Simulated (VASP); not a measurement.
Band structure of PbIF (space group P4/nmm). Level of theory: r2SCAN meta-GGA, VASP's PBE PAW potentials (set 64) (plane waves; VASP).

Unless said otherwise, spin-orbit coupling is left out, though it shifts the bands of the heavy elements here.

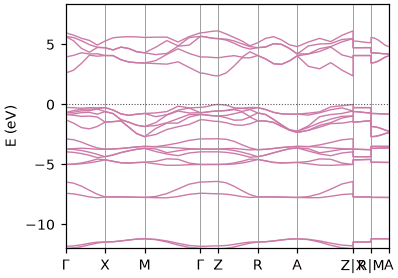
*Bands along high-symmetry lines, zero at the valence-band maximum or, without a gap, the Fermi level*

Read the plot: is there a gap, and where are the band edges?

The gap is direct, 2.38 eV, from the valence maximum at Z to the conduction minimum at Z.

The structure comes from a computed database's PbIF entry (P4/nmm); how it stands against other phases isn't given here. It was relaxed first.
